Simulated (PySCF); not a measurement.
**C₂H₈BNO: electronic excitations at several levels of theory, part 1 of 2**

Aim: compute the electronic excitations of C₂H₈BNO (`C=CO[BH2-][NH3+]`) at several levels, and see how far they spread and what each costs.

The runs use PySCF 2.14.0, with density-fitted response routines of our own; the level of theory stands in each step. All values are computed, except where a source is named. Atoms count from 0, in the outputs and in this text.

## Step 1: The starting structure

13 atoms, charge 0, multiplicity 1; geometry from: PBE0-D3(BJ)/def2-SVP.

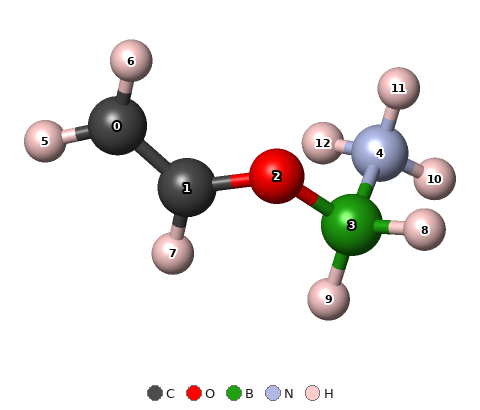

As it starts; carbon dark grey, oxygen red, boron green, nitrogen light blue, hydrogen pink, atoms numbered.

## Step 2: Excited states and response: LDA/def2-SVPD

The job: settings as JSON, then the geometry in Å.

```
{"job": {"kind": "uv", "xc": "LDA", "basis": "def2-SVPD", "ip": true}, "charge": 0, "multiplicity": 1}
C      2.393743     0.086547     0.551313
C      1.297098    -0.430886    -0.015909
O      0.445891     0.262227    -0.775934
B     -0.911466    -0.196471    -0.940351
N     -1.724980     0.458016     0.350941
H      3.063890    -0.553174     1.126598
H      2.653006     1.139414     0.416599
H      1.044747    -1.496374     0.113050
H     -1.454708     0.296920    -1.917478
H     -1.068934    -1.409517    -0.816582
H     -2.719361     0.229395     0.329696
H     -1.623590     1.474305     0.335208
H     -1.333822     0.122371     1.233441
```

Level: TDDFT LDA/def2-SVPD, vertical, gas phase, core orbitals frozen in the response.

Started as:

```
> OMP_NUM_THREADS=1 python probes_run.py task.json out
```

This one command runs all jobs of the session in turn.

What it wrote:

```text
coarse grid: 10368 points
cycle   1  E = -233.4993642533  dE =  3.487e-01  |g| = 7.466e-01  |ddm| = 5.691e+00
cycle   2  E = -232.7558145353  dE =  7.435e-01  |g| = 1.926e+00  |ddm| = 1.176e+01
cycle   3  E = -233.6041994573  dE = -8.484e-01  |g| = 3.732e-01  |ddm| = 1.162e+01
cycle   4  E = -233.6287048098  dE = -2.451e-02  |g| = 1.885e-01  |ddm| = 6.160e-01
cycle   5  E = -233.6361429179  dE = -7.438e-03  |g| = 8.663e-02  |ddm| = 2.989e-01
cycle   6  E = -233.6382001202  dE = -2.057e-03  |g| = 1.673e-02  |ddm| = 1.208e-01
cycle   7  E = -233.6382650189  dE = -6.490e-05  |g| = 4.838e-03  |ddm| = 2.750e-02
cycle   8  E = -233.6382707890  dE = -5.770e-06  |g| = 1.282e-03  |ddm| = 8.162e-03
final grid: 98800 points
cycle   9  E = -233.6921605507  dE = -5.841e-05  |g| = 3.807e-03  |ddm| = 1.222e-01
cycle  10  E = -233.6921546836  dE =  5.867e-06  |g| = 6.459e-03  |ddm| = 1.287e-02
cycle  11  E = -233.6921637362  dE = -9.053e-06  |g| = 1.377e-03  |ddm| = 7.299e-03
cycle  12  E = -233.6921640659  dE = -3.297e-07  |g| = 5.304e-04  |ddm| = 1.791e-03
cycle  13  E = -233.6921641273  dE = -6.137e-08  |g| = 2.049e-04  |ddm| = 8.553e-04
cycle  14  E = -233.6921641387  dE = -1.144e-08  |g| = 3.663e-05  |ddm| = 2.916e-04
cycle  15  E = -233.6921641390  dE = -2.867e-10  |g| = 1.108e-05  |ddm| = 5.723e-05
converged SCF energy = -233.6921641390

Static polarisability (au): isotropic 63.987, principal 53.200 56.651 82.111

Singlet excitations
state   eV       nm        f      main configurations
  1   4.0735    304.4   0.00823   H->L 1.00
  2   5.3359    232.4   0.00431   H-1->L 1.00
  3   5.7076    217.2   0.08670   H->L+2 0.71, H->L+1 0.21
  4   5.8416    212.2   0.00162   H->L+3 0.85, H->L+2 0.13
  5   6.0497    204.9   0.02385   H->L+4 0.88
  6   6.2133    199.5   0.02808   H-1->L+1 0.84
  7   6.2612    198.0   0.10900   H->L+1 0.29, H->L+5 0.21, H-2->L 0.15
  8   6.3862    194.1   0.03645   H-2->L 0.75, H->L+5 0.21
  9   6.5103    190.4   0.09068   H->L+5 0.55, H->L+1 0.21
 10   6.9251    179.0   0.00770   H->L+6 0.97

Triplet excitations (Tamm-Dancoff, eV): 4.0212 4.3576 5.2693 5.6946
Vertical ionisation energy (delta-SCF) = 8.4227 eV
```

It took 38 s on 1 thread of Intel Xeon Platinum 8259CL at 2.50GHz, shared host; peak memory 0.44 GiB.

The orbitals next to the gap, with their largest atomic shares:

```tsv
orbital	eV	atoms
HOMO−3	-8.09	B3 17 %, C1 15 %, O2 14 %
HOMO−2	-7.41	O2 26 %, B3 22 %, H8 16 %
HOMO−1	-6.41	O2 31 %, B3 27 %, H9 18 %
HOMO	-5.15	C0 36 %, O2 27 %, C1 22 %
LUMO	-1.09	N4 19 %, H10 18 %, B3 17 %
LUMO+1	-0.24	C1 33 %, C0 30 %, O2 11 %
LUMO+2	0.62	H10 21 %, H12 15 %, N4 13 %
```

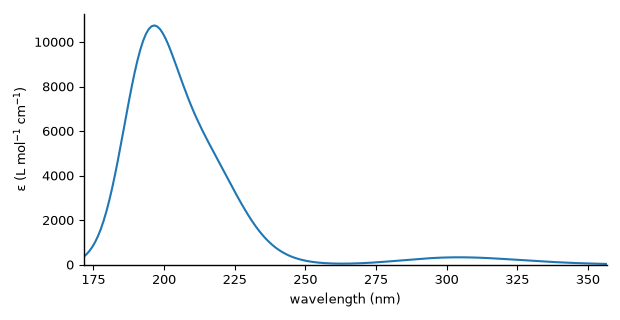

Absorption spectrum: each of the 10 states is a Gaussian band of 0.4 eV half-width at 1/e. Beyond the last state computed it falls off for lack of states.

Ground-state properties from the same run:

```tsv
property	computed
dipole moment (D)	5.46
polarisability (Å³)	9.48
HOMO–LUMO gap (eV)	4.05
−ε(HOMO) (eV)	5.15
```

## Step 3: TDDFT and polarisability: PBE/def2-SVPD

The job, as its differences from that of step 2:

```diff
@@ -1,2 +1,2 @@
-{"job": {"kind": "uv", "xc": "LDA", "basis": "def2-SVPD", "ip": true}, "charge": 0, "multiplicity": 1}
+{"job": {"kind": "uv", "xc": "PBE", "basis": "def2-SVPD", "ip": true}, "charge": 0, "multiplicity": 1}
 C      2.393743     0.086547     0.551313
```

Level: TDDFT PBE/def2-SVPD, vertical, gas phase, core orbitals frozen in the response.

What it wrote:

```text
coarse grid: 10368 points
cycle   1  E = -235.2349900952  dE =  3.552e-01  |g| = 7.355e-01  |ddm| = 5.634e+00
cycle   2  E = -234.4166183770  dE =  8.184e-01  |g| = 1.962e+00  |ddm| = 1.875e+01
cycle   3  E = -235.3382632429  dE = -9.216e-01  |g| = 3.533e-01  |ddm| = 1.867e+01
cycle   4  E = -235.3574037898  dE = -1.914e-02  |g| = 2.071e-01  |ddm| = 6.093e-01
cycle   5  E = -235.3669025455  dE = -9.499e-03  |g| = 8.422e-02  |ddm| = 3.163e-01
cycle   6  E = -235.3688678747  dE = -1.965e-03  |g| = 1.785e-02  |ddm| = 1.194e-01
cycle   7  E = -235.3689410498  dE = -7.318e-05  |g| = 4.541e-03  |ddm| = 2.776e-02
cycle   8  E = -235.3689462585  dE = -5.209e-06  |g| = 1.216e-03  |ddm| = 8.114e-03
final grid: 98800 points
cycle   9  E = -235.4135871392  dE = -3.544e-05  |g| = 1.470e-02  |ddm| = 1.497e-01
cycle  10  E = -235.4134532369  dE =  1.339e-04  |g| = 2.958e-02  |ddm| = 4.406e-02
cycle  11  E = -235.4136265374  dE = -1.733e-04  |g| = 5.449e-03  |ddm| = 2.921e-02
cycle  12  E = -235.4136343155  dE = -7.778e-06  |g| = 9.130e-04  |ddm| = 7.238e-03
cycle  13  E = -235.4136345149  dE = -1.994e-07  |g| = 2.511e-04  |ddm| = 1.300e-03
cycle  14  E = -235.4136345308  dE = -1.592e-08  |g| = 7.486e-05  |ddm| = 4.113e-04
cycle  15  E = -235.4136345321  dE = -1.265e-09  |g| = 1.553e-05  |ddm| = 1.078e-04
cycle  16  E = -235.4136345321  dE = -4.911e-11  |g| = 5.273e-06  |ddm| = 2.877e-05
converged SCF energy = -235.4136345321

Static polarisability (au): isotropic 63.093, principal 52.350 55.763 81.165

Singlet excitations
state   eV       nm        f      main configurations
  1   3.9303    315.5   0.00883   H->L 1.00
  2   5.3183    233.1   0.00427   H-1->L 1.00
  3   5.6120    220.9   0.06569   H->L+2 0.72, H->L+1 0.17, H->L+3 0.10
  4   5.6947    217.7   0.00293   H->L+3 0.78, H->L+2 0.18
  5   5.9100    209.8   0.01696   H->L+4 0.96
  6   6.2071    199.7   0.09606   H->L+5 0.47, H->L+1 0.25, H-2->L 0.13
  7   6.3110    196.5   0.04675   H-2->L 0.73, H->L+5 0.26
  8   6.3905    194.0   0.00993   H-1->L+1 0.88
  9   6.4802    191.3   0.12504   H->L+1 0.34, H->L+5 0.22, H-1->L+1 0.10
 10   6.8133    182.0   0.01069   H->L+6 0.95

Triplet excitations (Tamm-Dancoff, eV): 3.8719 4.1931 5.2390 5.5616
Vertical ionisation energy (delta-SCF) = 8.1865 eV
```

Run time: 54 s. Hardware: 1 thread of Intel Xeon Platinum 8259CL at 2.50GHz, shared host; peak memory 0.62 GiB.

In short: HOMO -4.96 eV, LUMO -1.06 eV; lowest singlet 3.93 eV.

## Step 4: Ultraviolet spectrum: B3LYP/def2-SVPD

The job, as its differences from that of step 3:

```diff
@@ -1,2 +1,2 @@
-{"job": {"kind": "uv", "xc": "PBE", "basis": "def2-SVPD", "ip": true}, "charge": 0, "multiplicity": 1}
+{"job": {"kind": "uv", "xc": "B3LYP", "basis": "def2-SVPD", "ip": true}, "charge": 0, "multiplicity": 1}
 C      2.393743     0.086547     0.551313
```

Level: TDDFT B3LYP/def2-SVPD, vertical, gas phase, core orbitals frozen in the response.

What it wrote:

```text
coarse grid: 10368 points
cycle   1  E = -235.5793352378  dE =  4.151e-01  |g| = 6.772e-01  |ddm| = 5.532e+00
cycle   2  E = -235.4017954718  dE =  1.775e-01  |g| = 1.171e+00  |ddm| = 2.381e+00
cycle   3  E = -235.6774400780  dE = -2.756e-01  |g| = 1.833e-01  |ddm| = 1.733e+00
cycle   4  E = -235.6839183379  dE = -6.478e-03  |g| = 7.232e-02  |ddm| = 2.801e-01
cycle   5  E = -235.6851210131  dE = -1.203e-03  |g| = 2.501e-02  |ddm| = 1.100e-01
cycle   6  E = -235.6852938678  dE = -1.729e-04  |g| = 4.596e-03  |ddm| = 3.989e-02
cycle   7  E = -235.6852991726  dE = -5.305e-06  |g| = 1.183e-03  |ddm| = 9.052e-03
final grid: 98800 points
cycle   8  E = -235.7263989283  dE = -4.250e-05  |g| = 5.733e-03  |ddm| = 1.249e-01
cycle   9  E = -235.7263938228  dE =  5.106e-06  |g| = 7.599e-03  |ddm| = 1.547e-02
cycle  10  E = -235.7264065051  dE = -1.268e-05  |g| = 4.059e-04  |ddm| = 7.376e-03
cycle  11  E = -235.7264065326  dE = -2.746e-08  |g| = 2.310e-04  |ddm| = 7.406e-04
cycle  12  E = -235.7264065434  dE = -1.085e-08  |g| = 7.298e-05  |ddm| = 3.128e-04
cycle  13  E = -235.7264065444  dE = -1.004e-09  |g| = 2.171e-05  |ddm| = 9.183e-05
cycle  14  E = -235.7264065445  dE = -1.119e-10  |g| = 3.873e-06  |ddm| = 3.336e-05
converged SCF energy = -235.7264065445

Static polarisability (au): isotropic 60.830, principal 50.600 53.940 77.948

Singlet excitations
state   eV       nm        f      main configurations
  1   4.5608    271.8   0.00588   H->L 0.99
  2   6.0596    204.6   0.00199   H-1->L 0.97
  3   6.0929    203.5   0.09439   H->L+3 0.39, H->L+2 0.32, H->L+1 0.25
  4   6.2880    197.2   0.03293   H->L+2 0.34, H->L+4 0.33, H->L+1 0.18
  5   6.3664    194.7   0.05139   H->L+3 0.46, H->L+2 0.20, H->L+4 0.16
  6   6.6077    187.6   0.18175   H->L+4 0.49, H->L+1 0.26, H->L+5 0.09
  7   6.7486    183.7   0.05419   H->L+5 0.80
  8   7.1359    173.7   0.02335   H-2->L 0.76, H-1->L+1 0.16
  9   7.2073    172.0   0.00195   H-1->L+1 0.72, H->L+6 0.12, H-2->L 0.10
 10   7.2699    170.5   0.02261   H->L+6 0.73, H-2->L 0.10

Triplet excitations (Tamm-Dancoff, eV): 4.1776 4.5123 5.9764 5.9915
Vertical ionisation energy (delta-SCF) = 8.3047 eV
```

Run time: 39 s. Hardware: 1 thread of Intel Xeon Platinum 8259CL at 2.50GHz, shared host; peak memory 0.74 GiB.

Key values: HOMO -5.91 eV, LUMO -0.63 eV; lowest singlet 4.56 eV.

## Step 5: Ultraviolet spectrum: PBE0/def2-SVPD

The job, as its differences from that of step 4:

```diff
@@ -1,2 +1,2 @@
-{"job": {"kind": "uv", "xc": "B3LYP", "basis": "def2-SVPD", "ip": true}, "charge": 0, "multiplicity": 1}
+{"job": {"kind": "uv", "xc": "PBE0", "basis": "def2-SVPD", "ip": true}, "charge": 0, "multiplicity": 1}
 C      2.393743     0.086547     0.551313
```

With the program's defaults for keys left out, this is: TDDFT PBE0/def2-SVPD, vertical, gas phase, core orbitals frozen in the response.

What it wrote:

```text
coarse grid: 10368 points
cycle   1  E = -235.3135345008  dE =  4.266e-01  |g| = 6.155e-01  |ddm| = 5.052e+00
cycle   2  E = -235.2196855818  dE =  9.385e-02  |g| = 9.477e-01  |ddm| = 1.852e+00
cycle   3  E = -235.3985412585  dE = -1.789e-01  |g| = 1.434e-01  |ddm| = 1.114e+00
cycle   4  E = -235.4024251019  dE = -3.884e-03  |g| = 5.469e-02  |ddm| = 2.136e-01
cycle   5  E = -235.4031058410  dE = -6.807e-04  |g| = 1.953e-02  |ddm| = 8.536e-02
cycle   6  E = -235.4032106882  dE = -1.048e-04  |g| = 3.086e-03  |ddm| = 3.007e-02
cycle   7  E = -235.4032130598  dE = -2.372e-06  |g| = 8.064e-04  |ddm| = 6.601e-03
final grid: 98800 points
cycle   8  E = -235.4361308298  dE = -3.174e-05  |g| = 8.695e-03  |ddm| = 1.021e-01
cycle   9  E = -235.4361171060  dE =  1.372e-05  |g| = 1.220e-02  |ddm| = 2.237e-02
cycle  10  E = -235.4361467114  dE = -2.961e-05  |g| = 1.552e-03  |ddm| = 1.153e-02
cycle  11  E = -235.4361472740  dE = -5.626e-07  |g| = 2.590e-04  |ddm| = 1.961e-03
cycle  12  E = -235.4361472864  dE = -1.237e-08  |g| = 1.258e-04  |ddm| = 4.613e-04
cycle  13  E = -235.4361472903  dE = -3.912e-09  |g| = 2.964e-05  |ddm| = 2.078e-04
cycle  14  E = -235.4361472905  dE = -2.084e-10  |g| = 7.801e-06  |ddm| = 4.909e-05
converged SCF energy = -235.4361472905

Static polarisability (au): isotropic 60.025, principal 49.971 53.198 76.905

Singlet excitations
state   eV       nm        f      main configurations
  1   4.9232    251.8   0.00569   H->L 0.99
  2   6.3556    195.1   0.04139   H-1->L 0.40, H->L+2 0.25, H->L+3 0.24
  3   6.3613    194.9   0.07623   H-1->L 0.57, H->L+1 0.16, H->L+3 0.14
  4   6.5451    189.4   0.13256   H->L+1 0.46, H->L+4 0.23, H->L+2 0.17
  5   6.6857    185.4   0.04348   H->L+3 0.55, H->L+2 0.31, H->L+1 0.08
  6   6.8264    181.6   0.13744   H->L+4 0.71, H->L+1 0.14, H->L+2 0.10
  7   7.0413    176.1   0.00862   H->L+5 0.86
  8   7.3667    168.3   0.00612   H-1->L+1 0.84
  9   7.5007    165.3   0.02126   H-2->L 0.77, H->L+6 0.13
 10   7.5786    163.6   0.02393   H->L+6 0.73, H-2->L 0.12

Triplet excitations (Tamm-Dancoff, eV): 4.1326 4.8611 6.2261 6.2561
Vertical ionisation energy (delta-SCF) = 8.2604 eV
```

Wall time 39 s (1 thread of Intel Xeon Platinum 8259CL at 2.50GHz, shared host); peak memory 0.74 GiB.

In short: HOMO -6.12 eV, LUMO -0.28 eV; lowest singlet 4.92 eV.

## Step 6: Excited states and response: BHandHLYP/def2-SVPD

The job, as its differences from that of step 5:

```diff
@@ -1,2 +1,2 @@
-{"job": {"kind": "uv", "xc": "PBE0", "basis": "def2-SVPD", "ip": true}, "charge": 0, "multiplicity": 1}
+{"job": {"kind": "uv", "xc": "BHandHLYP", "basis": "def2-SVPD", "ip": true}, "charge": 0, "multiplicity": 1}
 C      2.393743     0.086547     0.551313
```

Method: TDDFT BHandHLYP/def2-SVPD, vertical, gas phase, core orbitals frozen in the response.

What it wrote:

```text
coarse grid: 10368 points
cycle   1  E = -235.4675623863  dE =  5.262e-01  |g| = 5.875e-01  |ddm| = 4.962e+00
cycle   2  E = -235.4669068132  dE =  6.556e-04  |g| = 6.526e-01  |ddm| = 1.444e+00
cycle   3  E = -235.5471185508  dE = -8.021e-02  |g| = 8.413e-02  |ddm| = 6.474e-01
cycle   4  E = -235.5482441598  dE = -1.126e-03  |g| = 3.763e-02  |ddm| = 1.419e-01
cycle   5  E = -235.5485916821  dE = -3.475e-04  |g| = 9.701e-03  |ddm| = 5.987e-02
cycle   6  E = -235.5486159267  dE = -2.424e-05  |g| = 1.707e-03  |ddm| = 1.577e-02
cycle   7  E = -235.5486167912  dE = -8.645e-07  |g| = 4.697e-04  |ddm| = 4.332e-03
final grid: 98800 points
cycle   8  E = -235.5757997706  dE = -2.001e-05  |g| = 2.629e-03  |ddm| = 7.750e-02
cycle   9  E = -235.5758003555  dE = -5.848e-07  |g| = 2.345e-03  |ddm| = 8.707e-03
cycle  10  E = -235.5758015266  dE = -1.171e-06  |g| = 2.383e-04  |ddm| = 2.499e-03
cycle  11  E = -235.5758015353  dE = -8.682e-09  |g| = 2.045e-04  |ddm| = 5.899e-04
cycle  12  E = -235.5758015447  dE = -9.374e-09  |g| = 2.679e-05  |ddm| = 2.705e-04
cycle  13  E = -235.5758015449  dE = -1.785e-10  |g| = 1.185e-05  |ddm| = 4.411e-05
converged SCF energy = -235.5758015449

Static polarisability (au): isotropic 58.176, principal 48.465 51.649 74.414

Singlet excitations
state   eV       nm        f      main configurations
  1   5.5383    223.9   0.00382   H->L 0.94
  2   6.6394    186.7   0.07805   H->L+2 0.48, H->L+1 0.30
  3   6.7835    182.8   0.33450   H->L+3 0.60, H->L+1 0.22, H->L+4 0.14
  4   7.0823    175.1   0.04972   H->L+5 0.29, H->L+4 0.23, H-1->L 0.17
  5   7.1208    174.1   0.02105   H-1->L 0.78
  6   7.3195    169.4   0.00959   H->L+4 0.34, H->L+2 0.28, H->L+1 0.28
  7   7.5762    163.6   0.00604   H->L+5 0.54, H->L+4 0.16, H->L+3 0.12
  8   7.9800    155.4   0.01628   H->L+6 0.64, H->L+7 0.13
  9   8.1865    151.4   0.00901   H-1->L+1 0.27, H-1->L+3 0.17, H-1->L+4 0.13
 10   8.2998    149.4   0.01302   H->L+7 0.69

Triplet excitations (Tamm-Dancoff, eV): 4.0911 5.4664 6.4974 6.9621
Vertical ionisation energy (delta-SCF) = 8.1852 eV
```

Wall time 38 s (1 thread of Intel Xeon Platinum 8259CL at 2.50GHz, shared host); peak memory 0.74 GiB.

Key values: HOMO -7.17 eV, LUMO 0.22 eV; lowest singlet 5.54 eV.

## Step 7: Ultraviolet spectrum: CAM-B3LYP/def2-SVPD

The job, as its differences from that of step 6:

```diff
@@ -1,2 +1,2 @@
-{"job": {"kind": "uv", "xc": "BHandHLYP", "basis": "def2-SVPD", "ip": true}, "charge": 0, "multiplicity": 1}
+{"job": {"kind": "uv", "xc": "CAM-B3LYP", "basis": "def2-SVPD", "ip": true}, "charge": 0, "multiplicity": 1}
 C      2.393743     0.086547     0.551313
```

Method: TDDFT CAM-B3LYP/def2-SVPD, vertical, gas phase, core orbitals frozen in the response.

What it wrote:

```text
coarse grid: 10368 points
cycle   1  E = -235.4667016705  dE =  5.248e-01  |g| = 6.342e-01  |ddm| = 5.282e+00
cycle   2  E = -235.4345798529  dE =  3.212e-02  |g| = 8.151e-01  |ddm| = 1.518e+00
cycle   3  E = -235.5559435042  dE = -1.214e-01  |g| = 9.270e-02  |ddm| = 7.413e-01
cycle   4  E = -235.5573613528  dE = -1.418e-03  |g| = 4.196e-02  |ddm| = 1.584e-01
cycle   5  E = -235.5577845018  dE = -4.231e-04  |g| = 1.083e-02  |ddm| = 6.790e-02
cycle   6  E = -235.5578142262  dE = -2.972e-05  |g| = 2.028e-03  |ddm| = 1.856e-02
cycle   7  E = -235.5578154541  dE = -1.228e-06  |g| = 5.485e-04  |ddm| = 5.561e-03
final grid: 98800 points
cycle   8  E = -235.6005863927  dE = -3.366e-05  |g| = 3.519e-03  |ddm| = 7.514e-02
cycle   9  E = -235.6005869130  dE = -5.203e-07  |g| = 3.466e-03  |ddm| = 1.053e-02
cycle  10  E = -235.6005894048  dE = -2.492e-06  |g| = 3.017e-04  |ddm| = 3.473e-03
cycle  11  E = -235.6005894177  dE = -1.289e-08  |g| = 2.527e-04  |ddm| = 7.765e-04
cycle  12  E = -235.6005894314  dE = -1.365e-08  |g| = 4.758e-05  |ddm| = 3.690e-04
cycle  13  E = -235.6005894319  dE = -5.076e-10  |g| = 1.491e-05  |ddm| = 6.800e-05
converged SCF energy = -235.6005894319

Static polarisability (au): isotropic 59.725, principal 49.672 53.067 76.436

Singlet excitations
state   eV       nm        f      main configurations
  1   5.4145    229.0   0.00470   H->L 0.92
  2   6.5262    190.0   0.11937   H->L+2 0.41, H->L+1 0.33, H->L+3 0.11
  3   6.6126    187.5   0.26103   H->L+3 0.58, H->L+1 0.23, H->L+4 0.09
  4   6.7369    184.0   0.01614   H-1->L 0.89
  5   6.9480    178.4   0.06477   H->L+4 0.39, H->L+5 0.30, H->L+6 0.08
  6   7.1785    172.7   0.00439   H->L+2 0.31, H->L+4 0.31, H->L+1 0.25
  7   7.4602    166.2   0.00802   H->L+5 0.54, H->L+4 0.11, H->L+3 0.11
  8   7.7151    160.7   0.00557   H-1->L+1 0.41, H-1->L+3 0.15, H-1->L+4 0.11
  9   7.8453    158.0   0.01555   H->L+6 0.55, H->L+7 0.21
 10   7.9635    155.7   0.04376   H-2->L 0.83

Triplet excitations (Tamm-Dancoff, eV): 4.1293 5.3392 6.3941 6.6144
Vertical ionisation energy (delta-SCF) = 8.3614 eV
```

It took 44 s on 1 thread of Intel Xeon Platinum 8259CL at 2.50GHz, shared host; peak memory 0.83 GiB.

This run: HOMO -7.45 eV, LUMO 0.36 eV; lowest singlet 5.41 eV.

## Step 8: Excited states and response: wB97X-D/def2-SVPD

The job, as its differences from that of step 7:

```diff
@@ -1,2 +1,2 @@
-{"job": {"kind": "uv", "xc": "CAM-B3LYP", "basis": "def2-SVPD", "ip": true}, "charge": 0, "multiplicity": 1}
+{"job": {"kind": "uv", "xc": "wB97X-D", "basis": "def2-SVPD", "ip": true}, "charge": 0, "multiplicity": 1}
 C      2.393743     0.086547     0.551313
```

Level: TDDFT wB97X-D/def2-SVPD, vertical, gas phase, core orbitals frozen in the response.

What it wrote:

```text
coarse grid: 10368 points
cycle   1  E = -235.5142186781  dE =  5.446e-01  |g| = 6.305e-01  |ddm| = 4.786e+00
cycle   2  E = -235.5071582670  dE =  7.060e-03  |g| = 7.356e-01  |ddm| = 1.588e+00
cycle   3  E = -235.6040055639  dE = -9.685e-02  |g| = 7.735e-02  |ddm| = 6.452e-01
cycle   4  E = -235.6050770191  dE = -1.071e-03  |g| = 3.466e-02  |ddm| = 1.382e-01
cycle   5  E = -235.6053754914  dE = -2.985e-04  |g| = 9.117e-03  |ddm| = 6.553e-02
cycle   6  E = -235.6053977335  dE = -2.224e-05  |g| = 1.721e-03  |ddm| = 1.866e-02
cycle   7  E = -235.6053989132  dE = -1.180e-06  |g| = 5.074e-04  |ddm| = 6.451e-03
final grid: 98800 points
cycle   8  E = -235.6392343626  dE = -8.563e-05  |g| = 6.214e-03  |ddm| = 1.726e-01
cycle   9  E = -235.6392368804  dE = -2.518e-06  |g| = 5.689e-03  |ddm| = 3.632e-02
cycle  10  E = -235.6392431867  dE = -6.306e-06  |g| = 4.433e-04  |ddm| = 5.716e-03
cycle  11  E = -235.6392432439  dE = -5.717e-08  |g| = 3.197e-04  |ddm| = 3.694e-03
cycle  12  E = -235.6392432658  dE = -2.194e-08  |g| = 7.319e-05  |ddm| = 8.747e-04
cycle  13  E = -235.6392432673  dE = -1.449e-09  |g| = 2.653e-05  |ddm| = 2.101e-04
cycle  14  E = -235.6392432675  dE = -2.212e-10  |g| = 6.331e-06  |ddm| = 9.284e-05
converged SCF energy = -235.6392432675

Static polarisability (au): isotropic 59.784, principal 49.990 53.111 76.250

Singlet excitations
state   eV       nm        f      main configurations
  1   5.8057    213.6   0.00622   H->L 0.85, H->L+3 0.09
  2   6.6848    185.5   0.38939   H->L+1 0.76, H->L+2 0.14
  3   6.8284    181.6   0.06221   H->L+3 0.70
  4   7.0021    177.1   0.01573   H-1->L 0.91
  5   7.2389    171.3   0.02653   H->L+4 0.47, H->L+5 0.31, H->L+6 0.09
  6   7.4942    165.4   0.00436   H->L+2 0.47, H->L+4 0.22, H->L+1 0.12
  7   7.7305    160.4   0.00904   H-1->L+1 0.60, H-2->L+1 0.13
  8   7.9089    156.8   0.01097   H->L+5 0.48, H->L+4 0.15, H->L+2 0.11
  9   8.1820    151.5   0.03647   H->L+6 0.37, H->L+7 0.34
 10   8.2594    150.1   0.02831   H-2->L 0.73

Triplet excitations (Tamm-Dancoff, eV): 4.2764 5.7885 6.7776 6.9521
Vertical ionisation energy (delta-SCF) = 8.3134 eV
```

Run time: 41 s. Hardware: 1 thread of Intel Xeon Platinum 8259CL at 2.50GHz, shared host; peak memory 0.79 GiB.

This run: HOMO -7.97 eV, LUMO 1.39 eV; lowest singlet 5.81 eV.

(Continued in part 2 of 2.)
